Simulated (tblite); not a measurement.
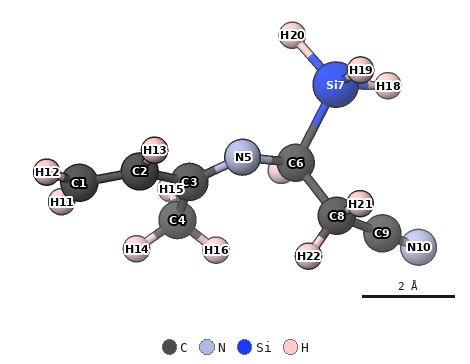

*The structure as given in the input (ball-and-stick view, seen at a tilt; atoms are numbered from 1 in the order of the input).*

**Run report: C7H12N2Si, geometry relaxation (part 1 of 2)**

The run: geometry relaxation of C7H12N2Si. Method and program: GFN2-xTB geometry optimisation, gas phase (tblite 0.8.0).

It belongs to a series of runs on one base structure; here: H on C replaced by CH2CN.

Log:
```
step      E/eV     max force
  0    -777.74837    2.742
  1    -777.74733    6.898
  2    -777.87039    1.701
  3    -777.90133    1.127
  4    -777.92457    0.261
  5    -777.93541    0.361
  6    -777.94573    0.332
  7    -777.95311    0.302
  8    -777.95901    0.186
  9    -777.96442    0.213
 10    -777.96892    0.203
 11    -777.97213    0.114
 12    -777.97493    0.131
 13    -777.97760    0.144
 14    -777.97983    0.139
 15    -777.98156    0.102
 16    -777.98285    0.080
 17    -777.98388    0.081
 18    -777.98485    0.101
 19    -777.98596    0.087
 20    -777.98716    0.094
 21    -777.98823    0.089
 22    -777.98912    0.083
 23    -777.99008    0.066
 24    -777.99139    0.091
 25    -777.99296    0.112
 26    -777.99434    0.089
 27    -777.99539    0.095
 28    -777.99646    0.086
 29    -777.99789    0.102
 30    -777.99964    0.114
 31    -778.00134    0.084
 32    -778.00279    0.090
 33    -778.00424    0.094
 34    -778.00605    0.116
 35    -778.00801    0.093
 36    -778.00960    0.081
 37    -778.01087    0.090
 38    -778.01218    0.100
 39    -778.01369    0.100
 40    -778.01524    0.093
 41    -778.01666    0.088
 42    -778.01819    0.097
 43    -778.02027    0.142
 44    -778.02292    0.153
 45    -778.02529    0.104
 46    -778.02679    0.085
 47    -778.02768    0.068
 48    -778.02835    0.067
 49    -778.02920    0.075
 50    -778.03035    0.079
 51    -778.03182    0.109
 52    -778.03345    0.120
 53    -778.03502    0.083
 54    -778.03627    0.081
 55    -778.03800    0.118
 56    -778.03981    0.117
 57    -778.04221    0.081
 58    -778.04295    0.070
 59    -778.04465    0.097
 60    -778.04608    0.122
 61    -778.04803    0.104
 62    -778.04957    0.097
 63    -778.05095    0.089
 64    -778.05240    0.091
 65    -778.05381    0.099
 66    -778.05457    0.134
 67    -778.05560    0.066
 68    -778.05637    0.056
 69    -778.05742    0.066
 70    -778.05884    0.090
 71    -778.06067    0.092
 72    -778.06241    0.097
 73    -778.06405    0.101
 74    -778.06581    0.092
 75    -778.06799    0.094
 76    -778.07039    0.125
 77    -778.07250    0.129
 78    -778.07340    0.270
 79    -778.07551    0.097
 80    -778.07675    0.069
 81    -778.07913    0.089
 82    -778.08059    0.105
 83    -778.08328    0.136
 84    -778.08581    0.101
 85    -778.08770    0.131
 86    -778.08873    0.080
 87    -778.08982    0.084
 88    -778.09171    0.110
 89    -778.09329    0.104
 90    -778.09462    0.068
 91    -778.09591    0.066
 92    -778.09671    0.062
 93    -778.09875    0.088
 94    -778.10009    0.080
 95    -778.10077    0.050
 96    -778.10129    0.042
 97    -778.10193    0.041
 98    -778.10260    0.054
 99    -778.10321    0.060
100    -778.10371    0.054
101    -778.10421    0.053
102    -778.10484    0.045
103    -778.10554    0.055
104    -778.10615    0.046
105    -778.10665    0.058
106    -778.10712    0.068
107    -778.10764    0.054
108    -778.10825    0.061
109    -778.10896    0.057
110    -778.10962    0.048
111    -778.11027    0.065
112    -778.11097    0.065
113    -778.11159    0.049
114    -778.11207    0.059
115    -778.11245    0.044
116    -778.11283    0.034
117    -778.11315    0.032
118    -778.11338    0.032
119    -778.11363    0.032
120    -778.11391    0.035
121    -778.11423    0.036
122    -778.11457    0.035
123    -778.11494    0.048
124    -778.11533    0.057
125    -778.11573    0.050
126    -778.11611    0.032
127    -778.11640    0.037
128    -778.11662    0.031
129    -778.11682    0.031
130    -778.11701    0.026
131    -778.11717    0.022
132    -778.11730    0.023
133    -778.11743    0.025
134    -778.11757    0.025
135    -778.11773    0.034
136    -778.11788    0.031
137    -778.11803    0.035
138    -778.11818    0.027
139    -778.11834    0.028
140    -778.11853    0.036
141    -778.11872    0.040
142    -778.11890    0.025
143    -778.11906    0.029
144    -778.11920    0.021
145    -778.11933    0.025
146    -778.11942    0.022
147    -778.11949    0.021
148    -778.11953    0.017
149    -778.11956    0.010
150    -778.11958    0.011
151    -778.11960    0.013
152    -778.11962    0.010
153    -778.11963    0.008
```

Trajectory as extended XYZ (Å, eV, eV/Å), 10 of the 154 frames kept, from step=0 to step=153:
```
22
Properties=species:S:1:pos:R:3:forces:R:3 step=0 energy=-777.74837
C     3.6896   -0.6130    0.4137   -1.1430   0.3530   0.2910
C     2.4837   -0.1899    0.8463    0.4090  -0.2090   0.0520
C     1.2344   -0.1672    0.0651   -1.3150   0.3310   0.7210
C     1.2760   -0.3674   -1.4446    0.4220  -0.0870   0.5640
N     0.1353    0.0358    0.7393    0.8030  -0.2490  -1.4140
C    -1.1899    0.0405    0.0750    0.9750  -0.0270   0.7730
Si   -2.3865   -0.8791    1.2443   -0.4760  -0.2750   0.8360
C    -1.5855    1.5043   -0.1941   -0.8310   0.0050  -0.5600
C    -2.7302    1.5808   -1.1175   -1.2390   0.1200  -0.7950
N    -3.6359    1.6415   -1.8482    2.1620  -0.1840   1.6770
H     3.8513   -0.9826   -0.5902    0.0320   0.0760   0.2010
H     4.5327   -0.6080    1.0862   -0.0360  -0.0310  -0.1420
H     2.3757    0.1334    1.8978   -0.0310  -0.1940  -0.7480
H     2.2746   -0.1851   -1.8484   -0.1720  -0.0800   0.1640
H     0.9832   -1.3956   -1.6620    0.0110   0.0650  -0.1050
H     0.5932    0.3161   -1.9295   -0.1820   0.0480  -0.1200
H    -1.1820   -0.5413   -0.8454    0.1460   0.1700  -0.4410
H    -3.7265   -0.9770    0.6117    0.3640   0.0850   0.0500
H    -2.5319   -0.1385    2.5358    0.1450  -0.2250  -0.5100
H    -1.8982   -2.2627    1.5167   -0.0550   0.5120  -0.1660
H    -1.8236    2.0364    0.7389   -0.0650  -0.2350  -0.1890
H    -0.7499    2.0381   -0.6519    0.0760   0.0300  -0.1400
22
Properties=species:S:1:pos:R:3:forces:R:3 step=17 energy=-777.98388
C     3.6148   -0.5976    0.4229   -0.0230  -0.0120   0.0170
C     2.4204   -0.1936    0.8389    0.0410   0.0000   0.0170
C     1.1916   -0.1730    0.0506   -0.0080   0.0150   0.0290
C     1.2807   -0.3855   -1.4401    0.0130  -0.0030  -0.0050
N     0.1226    0.0341    0.7088    0.0460  -0.0050  -0.0660
C    -1.1647    0.0272    0.0789   -0.0040   0.0360  -0.0470
Si   -2.3694   -0.8739    1.2663   -0.0110  -0.0110   0.0160
C    -1.5838    1.4890   -0.1733    0.0020   0.0660   0.0060
C    -2.7127    1.5596   -1.0581   -0.0160  -0.0420  -0.0180
N    -3.5823    1.5886   -1.8013    0.0250   0.0040   0.0600
H     3.7963   -0.9594   -0.5749    0.0250  -0.0100  -0.0030
H     4.4663   -0.6001    1.0815   -0.0070   0.0110   0.0160
H     2.2826    0.1330    1.8594   -0.0170  -0.0040   0.0400
H     2.2881   -0.1918   -1.7915    0.0080  -0.0160  -0.0240
H     1.0081   -1.4104   -1.6910    0.0200  -0.0170  -0.0040
H     0.6049    0.2848   -1.9682   -0.0200  -0.0100  -0.0060
H    -1.1433   -0.4847   -0.8945   -0.0500  -0.0120  -0.0450
H    -3.6644   -0.9193    0.5869   -0.0270  -0.0170   0.0190
H    -2.4602   -0.1121    2.5104    0.0360  -0.0010  -0.0130
H    -1.8430   -2.2163    1.5012    0.0020   0.0010  -0.0020
H    -1.8101    1.9916    0.7684   -0.0450   0.0020   0.0430
H    -0.7529    2.0291   -0.6424    0.0110   0.0230  -0.0300
22
Properties=species:S:1:pos:R:3:forces:R:3 step=34 energy=-778.00605
C     3.6040   -0.6093    0.4860   -0.0170   0.0260   0.0070
C     2.3841   -0.2255    0.8446    0.0610   0.0300  -0.0240
C     1.1911   -0.1997    0.0016   -0.0610   0.0390   0.0900
C     1.3220   -0.4477   -1.4768    0.0130  -0.0180  -0.0260
N     0.1083    0.0550    0.6194    0.0660   0.0150   0.0610
C    -1.1783    0.0716    0.0009    0.0290   0.0670  -0.0050
Si   -2.3142   -0.8598    1.2396    0.0110  -0.0140   0.0090
C    -1.6228    1.5414   -0.1520   -0.0330   0.0350  -0.0350
C    -2.7755    1.5912   -1.0065   -0.0580  -0.0210  -0.0460
N    -3.6708    1.5667   -1.7189    0.0440   0.0550   0.0580
H     3.8532   -0.9540   -0.5037   -0.0400  -0.0130  -0.0090
H     4.4205   -0.5965    1.1878   -0.0130  -0.0060   0.0230
H     2.1937    0.1003    1.8585   -0.0030  -0.0390   0.0010
H     2.3219   -0.2114   -1.8196    0.0830   0.0160  -0.0040
H     1.1146   -1.4911   -1.7037   -0.0120  -0.0870  -0.0040
H     0.6193    0.1674   -2.0336   -0.0410   0.0140  -0.0310
H    -1.1782   -0.3802   -1.0026   -0.0690  -0.0500   0.0140
H    -3.6714   -0.9319    0.6970    0.0180   0.0340  -0.0230
H    -2.2862   -0.0775    2.4767    0.0120  -0.0510  -0.0240
H    -1.7772   -2.2030    1.4380    0.0360   0.0010  -0.0070
H    -1.8528    1.9880    0.8186    0.0210  -0.0250  -0.0270
H    -0.8157    2.1256   -0.6125   -0.0470  -0.0080   0.0010
22
Properties=species:S:1:pos:R:3:forces:R:3 step=51 energy=-778.03182
C     3.5772   -0.6262    0.5604   -0.0200   0.0490  -0.0190
C     2.3426   -0.2368    0.8591    0.0250  -0.0140   0.0030
C     1.1879   -0.1916   -0.0370    0.0100   0.0320   0.0170
C     1.3759   -0.5557   -1.4879   -0.0220  -0.0150   0.0010
N     0.1023    0.1627    0.5256    0.0720  -0.0080  -0.0270
C    -1.1866    0.1560   -0.0789    0.0310   0.0560  -0.0330
Si   -2.1912   -0.8583    1.2038   -0.0210  -0.0220   0.0100
C    -1.7117    1.6015   -0.1681   -0.0090   0.0150  -0.0090
C    -2.9202    1.6566   -0.9455    0.0020   0.0280  -0.0170
N    -3.8626    1.6919   -1.5939    0.0760  -0.0270   0.0730
H     3.8772   -0.9350   -0.4273   -0.0240  -0.0250   0.0090
H     4.3539   -0.6419    1.3077   -0.0470   0.0000  -0.0170
H     2.0981    0.0575    1.8709    0.0140   0.0130   0.0000
H     2.3638   -0.2576   -1.8298   -0.0230   0.0100   0.0420
H     1.2773   -1.6325   -1.6230   -0.0090  -0.0130   0.0250
H     0.6365   -0.0625   -2.1165   -0.0210  -0.0160   0.0230
H    -1.2143   -0.2813   -1.0885    0.0240  -0.0070  -0.0140
H    -3.5827   -0.8951    0.7675   -0.0870  -0.0200  -0.0240
H    -2.0573   -0.1712    2.4842    0.0140   0.0260   0.0060
H    -1.6160   -2.1946    1.2789    0.0350  -0.0750  -0.0310
H    -1.9021    1.9986    0.8328    0.0420   0.0270  -0.0510
H    -0.9583    2.2348   -0.6558   -0.0640  -0.0140   0.0310
22
Properties=species:S:1:pos:R:3:forces:R:3 step=68 energy=-778.05637
C     3.5302   -0.6345    0.6088    0.0020  -0.0200   0.0260
C     2.3079   -0.1986    0.8906    0.0260   0.0240  -0.0210
C     1.1747   -0.1635   -0.0293    0.0120   0.0260  -0.0190
C     1.3819   -0.6936   -1.4227   -0.0070  -0.0400   0.0000
N     0.0980    0.3014    0.4629    0.0160  -0.0120  -0.0060
C    -1.1784    0.2771   -0.1579   -0.0020   0.0150  -0.0140
Si   -2.0893   -0.8845    1.0761    0.0000  -0.0130   0.0150
C    -1.7530    1.7017   -0.1788   -0.0100   0.0130  -0.0070
C    -3.0369    1.7285   -0.8226   -0.0220  -0.0090   0.0170
N    -4.0422    1.7335   -1.3687    0.0280  -0.0070   0.0370
H     3.8191   -0.9859   -0.3672   -0.0040  -0.0190   0.0160
H     4.2978   -0.6639    1.3627    0.0240   0.0320   0.0060
H     2.0668    0.1449    1.8873    0.0050   0.0150  -0.0140
H     2.3191   -0.3175   -1.8262   -0.0230   0.0120   0.0000
H     1.4331   -1.7811   -1.3899   -0.0100  -0.0190  -0.0360
H     0.5765   -0.4016   -2.0932    0.0160  -0.0150   0.0260
H    -1.1923   -0.1155   -1.1848    0.0060   0.0020  -0.0290
H    -3.5165   -0.9583    0.7703    0.0040   0.0420  -0.0270
H    -1.8272   -0.3181    2.3958   -0.0530  -0.0180   0.0060
H    -1.4663   -2.1997    0.9329    0.0020  -0.0070   0.0060
H    -1.8325    2.0910    0.8390   -0.0160  -0.0040  -0.0200
H    -1.0810    2.3577   -0.7462    0.0070   0.0030   0.0370
22
Properties=species:S:1:pos:R:3:forces:R:3 step=85 energy=-778.08770
C     3.5308   -0.6417    0.6591    0.0080   0.0540   0.0000
C     2.3451   -0.0808    0.8622    0.0130   0.0340  -0.0290
C     1.1931   -0.1599   -0.0289   -0.0100   0.0540  -0.0310
C     1.3682   -0.8866   -1.3383   -0.0460  -0.0110   0.0160
N     0.1496    0.4259    0.4047   -0.0190  -0.0220  -0.0490
C    -1.1290    0.3982   -0.2031   -0.0260  -0.0430  -0.0080
Si   -2.0702   -0.9082    0.8680    0.0670  -0.0080  -0.0170
C    -1.7636    1.7968   -0.1244   -0.0130  -0.0150   0.0110
C    -3.1161    1.7599   -0.6070    0.1150   0.0350   0.0530
N    -4.1841    1.7034   -1.0101   -0.1100   0.0210  -0.0510
H     3.7601   -1.2182   -0.2200    0.0220  -0.0220   0.0020
H     4.3237   -0.5272    1.3771    0.0450  -0.0410   0.0060
H     2.1561    0.4899    1.7601    0.0030   0.0050   0.0250
H     2.2033   -0.4500   -1.8851    0.0070  -0.0310   0.0440
H     1.5792   -1.9399   -1.1604    0.0170   0.0240   0.0310
H     0.4819   -0.8224   -1.9630   -0.0270   0.0100   0.0030
H    -1.1298    0.0900   -1.2599   -0.0260  -0.0140  -0.0220
H    -3.4803   -0.9223    0.4909    0.0170  -0.0010  -0.0030
H    -1.8687   -0.5665    2.2733   -0.0230   0.0520  -0.0240
H    -1.4133   -2.1837    0.5788   -0.0280  -0.0220  -0.0160
H    -1.7507    2.1588    0.9056    0.0020  -0.0280   0.0330
H    -1.1955    2.5041   -0.7406    0.0110  -0.0300   0.0260
```
